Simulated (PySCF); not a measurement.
System: C$_{4}$H$_{8}$BPS.

Input file:

```
{"job": {"kind": "nmr", "xc": "PBE0", "basis": "pcSseg-1"}, "charge": 0, "multiplicity": 1}
B     -2.556083     0.517736     0.190944
P     -1.148061    -0.650161    -0.347330
C      0.540041    -0.099602    -0.038269
C      1.724076    -0.820869    -0.358363
C      2.846474    -0.151094    -0.005934
S      2.495417     1.369621     0.722365
C      0.813790     1.100920     0.550245
H     -2.394889     0.643276     1.367159
H     -2.357794     1.518914    -0.427458
H     -3.570224    -0.031172    -0.098673
H     -1.024431    -1.039292    -1.679763
H     -1.068754    -1.942069     0.169359
H      1.720619    -1.789571    -0.826104
H      3.868254    -0.451157    -0.129232
H      0.107150     1.832507     0.889143
```

Command:

```sh
OMP_NUM_THREADS=1 python probes_run.py task.json out
```

Geometry: GFN2-xTB.

These are results of PBE0/pcSseg-1, SCF density, gas phase, non-relativistic in PySCF, not measurements.

Predict the electron density and electron localisation function between the atoms.

C–C (1.35 Å): ρ at the midpoint is about 2.2 e/Å³; the ELF peaks at about 0.95 between the atoms: localised, covalent bonding.
C–S (1.71 Å): ρ at the midpoint is about 1.5 e/Å³; the ELF peaks at about 0.90 between the atoms, as expected for localised, covalent bonding.
C–P (1.80 Å): the density is about 1.2 e/Å³ at the midpoint; the ELF peaks at about 0.95 between the atoms (localised, covalent bonding).
B–P (1.91 Å): ρ at the midpoint is about 0.94 e/Å³, with its minimum of 0.77 e/Å³ about 0.6 Å from B; the ELF peaks at about 0.95 between the atoms, as expected for a covalent bond.

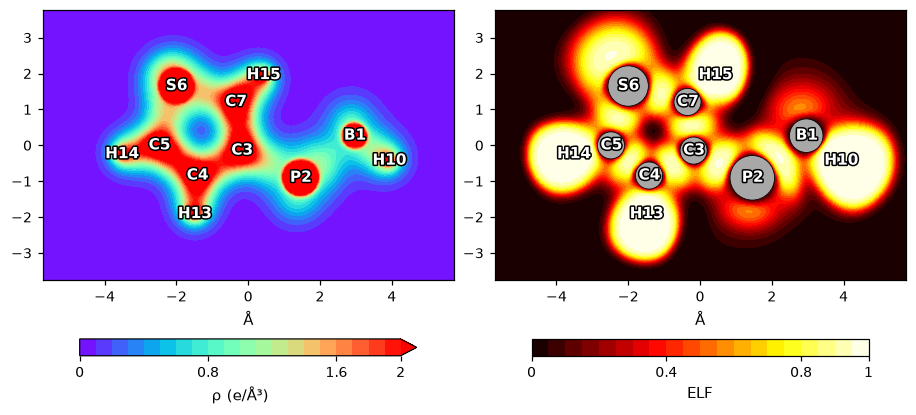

Computed electron density and electron localisation function on the plane of atoms B1, P2 and C3, in this order. Grey discs cover the atomic cores in the ELF map. 
